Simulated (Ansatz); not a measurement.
## Molecular dynamics of Si2NH8Cl (part 1 of 4)

- system: Si2NH8Cl
- method: UKS PBE0/STO-3G (Ansatz 0.2.0)

It belongs to a series of runs on one base structure; here: dynamics from the start. Figures and captions count atoms from 1; the log counts them from 0 in places.

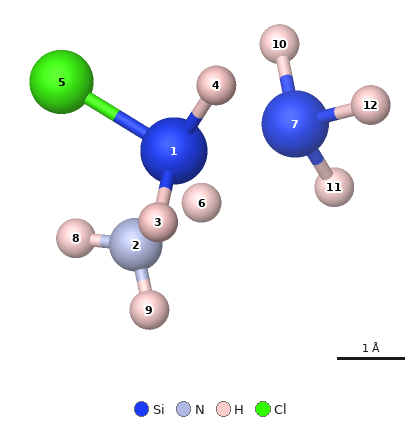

The input geometry (ball-and-stick view, seen at a tilt; atoms are numbered from 1 in the order of the input).

### Summary

- outcome: finished
- mean temperature over the second half: 1687 K
- trajectory: 150 steps, 75 fs
- ensemble: nve
- temperature in the input: 1000.0 K
- time step: 0.5 fs
- potential energy (last step): −29546.8581 eV
- mean-field energy (last step): −29546.8581 eV
- largest force (length of the vector) (last step): 6.093 eV/Å
- hardware: 1 thread of Intel Xeon @ 2.60GHz (Ice Lake), 24 GiB of memory available, shared host
- wall time: 7.8 min
- peak memory: 0.17 GiB

So short a trajectory is not equilibrated.

### Input file
```yaml
crystal:
  periodic: [false, false, false]
  atoms:
    - { symbol: Si, position_ang: [-1.1625, 0.1571, 0.3933] }
    - { symbol: "N", position_ang: [0.3308, -1.2489, 0.9666] }
    - { symbol: H, position_ang: [-1.4797, 0.2351, 1.8213] }
    - { symbol: H, position_ang: [-1.9981, 1.2887, -0.0947] }
    - { symbol: Cl, position_ang: [-2.145, -1.3699, -0.537] }
    - { symbol: H, position_ang: [0.9669, -0.5769, 0.0045] }
    - { symbol: Si, position_ang: [0.8441, 0.9848, -1.0288] }
    - { symbol: H, position_ang: [0.188, -2.2315, 0.7636] }
    - { symbol: H, position_ang: [0.808, -1.1619, 1.8571] }
    - { symbol: H, position_ang: [0.7458, 0.5895, -2.4352] }
    - { symbol: H, position_ang: [2.2942, 0.906, -0.732] }
    - { symbol: H, position_ang: [0.6075, 2.4278, -0.9787] }
magnetization:
  spin_polarized: true
basis:
  gaussian: { orbitals: STO-3G }
hamiltonian:
  xc: pbe0
md:
  timestep: 0.5
  n_steps: 150
  ensemble: nve
  temperature: 1000.0
  initial_velocities: maxwell_boltzmann
  seed: 464636
```

Command:
```bash
ansatz run input.yaml --threads 1 --pin off --max-ram 2048MiB --backend cpu --events-out ev --progress --plain --runs-dir out
```

### The program's output
```
Engine: ansatz 0.2.0, x86_64-unknown-linux-gnu
Functional definition: PBE0
  parameter a = 0.25
  parameter kappa = 0.804
  parameter beta = 0.06672455060314922
  exchange = (1 - a)*pbe_x(kappa = kappa, mu = beta*pi^2/3) + a*exact_x
  correlation = pbe_c(beta = beta)
526 factors; integrals over basis functions are off by at most 1.4e-5 eV
mean field evaluation 1: about -29543.3583 eV, gradient 1.7e1 eV
mean field evaluation 2: about -29543.6552 eV, gradient 1.7e1 eV
mean field evaluation 4: about -29545.6124 eV, gradient 4.1e-1 eV
mean field evaluation 8: about -29545.5970 eV, gradient 6.8e-3 eV
mean field -29545.59697436 eV, -1085.7806620827 hartree, gradient 2.7e-5 eV, S^2 0.000000; 0 other end points of the search recorded, 0 dependent functions left out
the calculation of the forces begins
reference -29545.59699305 eV, -1085.7806627696 hartree; 30, 30 occupied and 10, 10 virtual orbitals, 526 factors
md step     0: t =     0.00 fs  T =  1000.0 K  F+E_penalty+E_count = -29545.59697436 eV  E_kin = 1.292600 eV  conserved = -29544.30437437 eV  (24 SCF iters)
these checks for a lower state are left out or cut short: starts, cluster_reference, orbital_swaps, neighbouring_geometries, increment
526 factors; integrals over basis functions are off by at most 1.3e-5 eV
mean field evaluation 16: about -29545.7447 eV, gradient 7.7e-2 eV
mean field -29545.74481761 eV, -1085.7860952222 hartree, gradient 2.4e-5 eV, S^2 0.000000; 0 other end points of the search recorded, 0 dependent functions left out
the calculation of the forces begins
reference -29545.74483631 eV, -1085.7860959091 hartree; 30, 30 occupied and 10, 10 virtual orbitals, 526 factors
md step     1: t =     0.50 fs  T =  1114.1 K  F+E_penalty+E_count = -29545.74481761 eV  E_kin = 1.440116 eV  conserved = -29544.30470123 eV  (27 SCF iters)
[... from here on the SCF iterations and repeated set-up lines of each step are left out, up to the last step ...]
md step     2: t =     1.00 fs  T =  1273.7 K  F+E_penalty+E_count = -29545.95280468 eV  E_kin = 1.646326 eV  conserved = -29544.30647873 eV  (27 SCF iters)
md step     3: t =     1.50 fs  T =  1457.5 K  F+E_penalty+E_count = -29546.19413994 eV  E_kin = 1.883979 eV  conserved = -29544.31016098 eV  (25 SCF iters)
md step     4: t =     2.00 fs  T =  1623.5 K  F+E_penalty+E_count = -29546.41490031 eV  E_kin = 2.098474 eV  conserved = -29544.31642621 eV  (26 SCF iters)
md step     5: t =     2.50 fs  T =  1704.1 K  F+E_penalty+E_count = -29546.52803302 eV  E_kin = 2.202738 eV  conserved = -29544.32529521 eV  (26 SCF iters)
md step     6: t =     3.00 fs  T =  1617.6 K  F+E_penalty+E_count = -29546.42297713 eV  E_kin = 2.090972 eV  conserved = -29544.33200561 eV  (26 SCF iters)
md step     7: t =     3.50 fs  T =  1335.2 K  F+E_penalty+E_count = -29546.04883413 eV  E_kin = 1.725846 eV  conserved = -29544.32298780 eV  (26 SCF iters)
md step     8: t =     4.00 fs  T =  1009.8 K  F+E_penalty+E_count = -29545.59856236 eV  E_kin = 1.305223 eV  conserved = -29544.29333907 eV  (26 SCF iters)
md step     9: t =     4.50 fs  T =   951.8 K  F+E_penalty+E_count = -29545.51204140 eV  E_kin = 1.230353 eV  conserved = -29544.28168809 eV  (26 SCF iters)
md step    10: t =     5.00 fs  T =  1263.8 K  F+E_penalty+E_count = -29545.94368661 eV  E_kin = 1.633541 eV  conserved = -29544.31014588 eV  (26 SCF iters)
md step    11: t =     5.50 fs  T =  1673.4 K  F+E_penalty+E_count = -29546.49760564 eV  E_kin = 2.163077 eV  conserved = -29544.33452870 eV  (26 SCF iters)
md step    12: t =     6.00 fs  T =  1893.1 K  F+E_penalty+E_count = -29546.78204756 eV  E_kin = 2.446996 eV  conserved = -29544.33505161 eV  (27 SCF iters)
md step    13: t =     6.50 fs  T =  1862.5 K  F+E_penalty+E_count = -29546.73234957 eV  E_kin = 2.407470 eV  conserved = -29544.32487919 eV  (27 SCF iters)
md step    14: t =     7.00 fs  T =  1665.7 K  F+E_penalty+E_count = -29546.46771343 eV  E_kin = 2.153099 eV  conserved = -29544.31461492 eV  (26 SCF iters)
md step    15: t =     7.50 fs  T =  1410.9 K  F+E_penalty+E_count = -29546.13097210 eV  E_kin = 1.823666 eV  conserved = -29544.30730632 eV  (26 SCF iters)
md step    16: t =     8.00 fs  T =  1181.6 K  F+E_penalty+E_count = -29545.83045191 eV  E_kin = 1.527358 eV  conserved = -29544.30309416 eV  (26 SCF iters)
md step    17: t =     8.50 fs  T =  1028.3 K  F+E_penalty+E_count = -29545.63075358 eV  E_kin = 1.329238 eV  conserved = -29544.30151607 eV  (27 SCF iters)
md step    18: t =     9.00 fs  T =   971.1 K  F+E_penalty+E_count = -29545.55702480 eV  E_kin = 1.255217 eV  conserved = -29544.30180816 eV  (26 SCF iters)
md step    19: t =     9.50 fs  T =  1007.7 K  F+E_penalty+E_count = -29545.60551540 eV  E_kin = 1.302511 eV  conserved = -29544.30300411 eV  (27 SCF iters)
md step    20: t =    10.00 fs  T =  1124.4 K  F+E_penalty+E_count = -29545.75772146 eV  E_kin = 1.453335 eV  conserved = -29544.30438602 eV  (27 SCF iters)
md step    21: t =    10.50 fs  T =  1303.9 K  F+E_penalty+E_count = -29545.99133943 eV  E_kin = 1.685457 eV  conserved = -29544.30588216 eV  (27 SCF iters)
md step    22: t =    11.00 fs  T =  1527.0 K  F+E_penalty+E_count = -29546.28192156 eV  E_kin = 1.973775 eV  conserved = -29544.30814630 eV  (26 SCF iters)
md step    23: t =    11.50 fs  T =  1765.2 K  F+E_penalty+E_count = -29546.59405296 eV  E_kin = 2.281729 eV  conserved = -29544.31232409 eV  (25 SCF iters)
md step    24: t =    12.00 fs  T =  1970.2 K  F+E_penalty+E_count = -29546.86609786 eV  E_kin = 2.546734 eV  conserved = -29544.31936357 eV  (25 SCF iters)
md step    25: t =    12.50 fs  T =  2067.4 K  F+E_penalty+E_count = -29547.00046913 eV  E_kin = 2.672341 eV  conserved = -29544.32812774 eV  (25 SCF iters)
md step    26: t =    13.00 fs  T =  1978.3 K  F+E_penalty+E_count = -29546.88905077 eV  E_kin = 2.557130 eV  conserved = -29544.33192122 eV  (25 SCF iters)
md step    27: t =    13.50 fs  T =  1701.9 K  F+E_penalty+E_count = -29546.51884365 eV  E_kin = 2.199921 eV  conserved = -29544.31892264 eV  (25 SCF iters)
md step    28: t =    14.00 fs  T =  1415.9 K  F+E_penalty+E_count = -29546.12282667 eV  E_kin = 1.830138 eV  conserved = -29544.29268885 eV  (25 SCF iters)
md step    29: t =    14.50 fs  T =  1387.4 K  F+E_penalty+E_count = -29546.08184736 eV  E_kin = 1.793359 eV  conserved = -29544.28848832 eV  (25 SCF iters)
md step    30: t =    15.00 fs  T =  1656.0 K  F+E_penalty+E_count = -29546.45367014 eV  E_kin = 2.140566 eV  conserved = -29544.31310372 eV  (25 SCF iters)
md step    31: t =    15.50 fs  T =  1978.5 K  F+E_penalty+E_count = -29546.88794491 eV  E_kin = 2.557388 eV  conserved = -29544.33055670 eV  (25 SCF iters)
md step    32: t =    16.00 fs  T =  2138.2 K  F+E_penalty+E_count = -29547.09322630 eV  E_kin = 2.763878 eV  conserved = -29544.32934848 eV  (25 SCF iters)
md step    33: t =    16.50 fs  T =  2106.0 K  F+E_penalty+E_count = -29547.04229125 eV  E_kin = 2.722235 eV  conserved = -29544.32005593 eV  (25 SCF iters)
md step    34: t =    17.00 fs  T =  1962.6 K  F+E_penalty+E_count = -29546.84829199 eV  E_kin = 2.536845 eV  conserved = -29544.31144713 eV  (26 SCF iters)
md step    35: t =    17.50 fs  T =  1798.0 K  F+E_penalty+E_count = -29546.63080396 eV  E_kin = 2.324109 eV  conserved = -29544.30669537 eV  (26 SCF iters)
md step    36: t =    18.00 fs  T =  1666.5 K  F+E_penalty+E_count = -29546.45961476 eV  E_kin = 2.154070 eV  conserved = -29544.30554522 eV  (26 SCF iters)
md step    37: t =    18.50 fs  T =  1583.7 K  F+E_penalty+E_count = -29546.35322215 eV  E_kin = 2.047061 eV  conserved = -29544.30616078 eV  (27 SCF iters)
md step    38: t =    19.00 fs  T =  1544.7 K  F+E_penalty+E_count = -29546.30345130 eV  E_kin = 1.996695 eV  conserved = -29544.30675645 eV  (27 SCF iters)
md step    39: t =    19.50 fs  T =  1543.1 K  F+E_penalty+E_count = -29546.30121464 eV  E_kin = 1.994596 eV  conserved = -29544.30661836 eV  (24 SCF iters)
md step    40: t =    20.00 fs  T =  1579.4 K  F+E_penalty+E_count = -29546.34768080 eV  E_kin = 2.041561 eV  conserved = -29544.30611986 eV  (28 SCF iters)
md step    41: t =    20.50 fs  T =  1658.0 K  F+E_penalty+E_count = -29546.44938501 eV  E_kin = 2.143118 eV  conserved = -29544.30626747 eV  (27 SCF iters)
md step    42: t =    21.00 fs  T =  1775.8 K  F+E_penalty+E_count = -29546.60372506 eV  E_kin = 2.295456 eV  conserved = -29544.30826886 eV  (26 SCF iters)
md step    43: t =    21.50 fs  T =  1909.9 K  F+E_penalty+E_count = -29546.78184362 eV  E_kin = 2.468758 eV  conserved = -29544.31308596 eV  (26 SCF iters)
md step    44: t =    22.00 fs  T =  2009.1 K  F+E_penalty+E_count = -29546.91718690 eV  E_kin = 2.596917 eV  conserved = -29544.32026943 eV  (26 SCF iters)
md step    45: t =    22.50 fs  T =  2006.1 K  F+E_penalty+E_count = -29546.91860456 eV  E_kin = 2.593092 eV  conserved = -29544.32551286 eV  (26 SCF iters)
md step    46: t =    23.00 fs  T =  1873.0 K  F+E_penalty+E_count = -29546.74091691 eV  E_kin = 2.421062 eV  conserved = -29544.31985485 eV  (26 SCF iters)
md step    47: t =    23.50 fs  T =  1704.5 K  F+E_penalty+E_count = -29546.50520747 eV  E_kin = 2.203282 eV  conserved = -29544.30192541 eV  (25 SCF iters)
md step    48: t =    24.00 fs  T =  1690.9 K  F+E_penalty+E_count = -29546.48110043 eV  E_kin = 2.185607 eV  conserved = -29544.29549336 eV  (25 SCF iters)
md step    49: t =    24.50 fs  T =  1887.8 K  F+E_penalty+E_count = -29546.75469596 eV  E_kin = 2.440141 eV  conserved = -29544.31455462 eV  (25 SCF iters)
md step    50: t =    25.00 fs  T =  2109.6 K  F+E_penalty+E_count = -29547.05868413 eV  E_kin = 2.726926 eV  conserved = -29544.33175820 eV  (24 SCF iters)
md step    51: t =    25.50 fs  T =  2163.9 K  F+E_penalty+E_count = -29547.12645720 eV  E_kin = 2.797019 eV  conserved = -29544.32943772 eV  (25 SCF iters)
md step    52: t =    26.00 fs  T =  2043.0 K  F+E_penalty+E_count = -29546.95789981 eV  E_kin = 2.640801 eV  conserved = -29544.31709853 eV  (25 SCF iters)
md step    53: t =    26.50 fs  T =  1859.7 K  F+E_penalty+E_count = -29546.71204097 eV  E_kin = 2.403894 eV  conserved = -29544.30814656 eV  (25 SCF iters)
md step    54: t =    27.00 fs  T =  1707.7 K  F+E_penalty+E_count = -29546.51430271 eV  E_kin = 2.207409 eV  conserved = -29544.30689321 eV  (26 SCF iters)
md step    55: t =    27.50 fs  T =  1605.4 K  F+E_penalty+E_count = -29546.38445579 eV  E_kin = 2.075089 eV  conserved = -29544.30936632 eV  (26 SCF iters)
md step    56: t =    28.00 fs  T =  1527.6 K  F+E_penalty+E_count = -29546.28535829 eV  E_kin = 1.974589 eV  conserved = -29544.31076881 eV  (26 SCF iters)
md step    57: t =    28.50 fs  T =  1455.6 K  F+E_penalty+E_count = -29546.19138232 eV  E_kin = 1.881541 eV  conserved = -29544.30984180 eV  (27 SCF iters)
md step    58: t =    29.00 fs  T =  1394.4 K  F+E_penalty+E_count = -29546.11029929 eV  E_kin = 1.802406 eV  conserved = -29544.30789355 eV  (25 SCF iters)
md step    59: t =    29.50 fs  T =  1361.9 K  F+E_penalty+E_count = -29546.06693456 eV  E_kin = 1.760380 eV  conserved = -29544.30655501 eV  (27 SCF iters)
md step    60: t =    30.00 fs  T =  1371.1 K  F+E_penalty+E_count = -29546.07922254 eV  E_kin = 1.772311 eV  conserved = -29544.30691115 eV  (26 SCF iters)
md step    61: t =    30.50 fs  T =  1417.2 K  F+E_penalty+E_count = -29546.14141741 eV  E_kin = 1.831920 eV  conserved = -29544.30949762 eV  (26 SCF iters)
md step    62: t =    31.00 fs  T =  1471.9 K  F+E_penalty+E_count = -29546.21670243 eV  E_kin = 1.902625 eV  conserved = -29544.31407773 eV  (26 SCF iters)
md step    63: t =    31.50 fs  T =  1489.3 K  F+E_penalty+E_count = -29546.24366070 eV  E_kin = 1.925024 eV  conserved = -29544.31863644 eV  (27 SCF iters)
md step    64: t =    32.00 fs  T =  1432.8 K  F+E_penalty+E_count = -29546.17058568 eV  E_kin = 1.852092 eV  conserved = -29544.31849408 eV  (27 SCF iters)
md step    65: t =    32.50 fs  T =  1325.6 K  F+E_penalty+E_count = -29546.02344980 eV  E_kin = 1.713428 eV  conserved = -29544.31002189 eV  (26 SCF iters)
md step    66: t =    33.00 fs  T =  1270.0 K  F+E_penalty+E_count = -29545.94277483 eV  E_kin = 1.641632 eV  conserved = -29544.30114301 eV  (26 SCF iters)
md step    67: t =    33.50 fs  T =  1353.8 K  F+E_penalty+E_count = -29546.05701225 eV  E_kin = 1.749959 eV  conserved = -29544.30705292 eV  (26 SCF iters)
md step    68: t =    34.00 fs  T =  1516.7 K  F+E_penalty+E_count = -29546.28311890 eV  E_kin = 1.960468 eV  conserved = -29544.32265087 eV  (25 SCF iters)
md step    69: t =    34.50 fs  T =  1601.8 K  F+E_penalty+E_count = -29546.39898408 eV  E_kin = 2.070517 eV  conserved = -29544.32846670 eV  (25 SCF iters)
md step    70: t =    35.00 fs  T =  1539.9 K  F+E_penalty+E_count = -29546.31022449 eV  E_kin = 1.990437 eV  conserved = -29544.31978749 eV  (25 SCF iters)
md step    71: t =    35.50 fs  T =  1409.1 K  F+E_penalty+E_count = -29546.12904810 eV  E_kin = 1.821392 eV  conserved = -29544.30765602 eV  (25 SCF iters)
md step    72: t =    36.00 fs  T =  1330.2 K  F+E_penalty+E_count = -29546.02322649 eV  E_kin = 1.719376 eV  conserved = -29544.30385066 eV  (25 SCF iters)
md step    73: t =    36.50 fs  T =  1344.5 K  F+E_penalty+E_count = -29546.04678151 eV  E_kin = 1.737926 eV  conserved = -29544.30885513 eV  (25 SCF iters)
md step    74: t =    37.00 fs  T =  1401.2 K  F+E_penalty+E_count = -29546.12581627 eV  E_kin = 1.811138 eV  conserved = -29544.31467832 eV  (26 SCF iters)
md step    75: t =    37.50 fs  T =  1431.8 K  F+E_penalty+E_count = -29546.16685115 eV  E_kin = 1.850808 eV  conserved = -29544.31604308 eV  (26 SCF iters)
md step    76: t =    38.00 fs  T =  1411.1 K  F+E_penalty+E_count = -29546.13754710 eV  E_kin = 1.824043 eV  conserved = -29544.31350404 eV  (27 SCF iters)
md step    77: t =    38.50 fs  T =  1358.4 K  F+E_penalty+E_count = -29546.06570977 eV  E_kin = 1.755897 eV  conserved = -29544.30981262 eV  (27 SCF iters)
md step    78: t =    39.00 fs  T =  1310.7 K  F+E_penalty+E_count = -29546.00128766 eV  E_kin = 1.694225 eV  conserved = -29544.30706306 eV  (24 SCF iters)
md step    79: t =    39.50 fs  T =  1298.0 K  F+E_penalty+E_count = -29545.98405485 eV  E_kin = 1.677858 eV  conserved = -29544.30619723 eV  (27 SCF iters)
md step    80: t =    40.00 fs  T =  1331.2 K  F+E_penalty+E_count = -29546.02796870 eV  E_kin = 1.720721 eV  conserved = -29544.30724762 eV  (27 SCF iters)
md step    81: t =    40.50 fs  T =  1401.0 K  F+E_penalty+E_count = -29546.12032259 eV  E_kin = 1.810957 eV  conserved = -29544.30936530 eV  (27 SCF iters)
md step    82: t =    41.00 fs  T =  1488.7 K  F+E_penalty+E_count = -29546.23507826 eV  E_kin = 1.924308 eV  conserved = -29544.31077011 eV  (26 SCF iters)
md step    83: t =    41.50 fs  T =  1585.5 K  F+E_penalty+E_count = -29546.35914548 eV  E_kin = 2.049408 eV  conserved = -29544.30973748 eV  (27 SCF iters)
md step    84: t =    42.00 fs  T =  1707.2 K  F+E_penalty+E_count = -29546.51421536 eV  E_kin = 2.206718 eV  conserved = -29544.30749743 eV  (26 SCF iters)
md step    85: t =    42.50 fs  T =  1875.6 K  F+E_penalty+E_count = -29546.73392114 eV  E_kin = 2.424455 eV  conserved = -29544.30946651 eV  (25 SCF iters)
md step    86: t =    43.00 fs  T =  2066.0 K  F+E_penalty+E_count = -29546.98879145 eV  E_kin = 2.670504 eV  conserved = -29544.31828775 eV  (25 SCF iters)
md step    87: t =    43.50 fs  T =  2189.0 K  F+E_penalty+E_count = -29547.15633673 eV  E_kin = 2.829486 eV  conserved = -29544.32685092 eV  (24 SCF iters)
md step    88: t =    44.00 fs  T =  2164.9 K  F+E_penalty+E_count = -29547.12339738 eV  E_kin = 2.798342 eV  conserved = -29544.32505559 eV  (24 SCF iters)
md step    89: t =    44.50 fs  T =  2022.5 K  F+E_penalty+E_count = -29546.92648214 eV  E_kin = 2.614291 eV  conserved = -29544.31219070 eV  (24 SCF iters)
md step    90: t =    45.00 fs  T =  1899.6 K  F+E_penalty+E_count = -29546.75577757 eV  E_kin = 2.455386 eV  conserved = -29544.30039153 eV  (24 SCF iters)
```
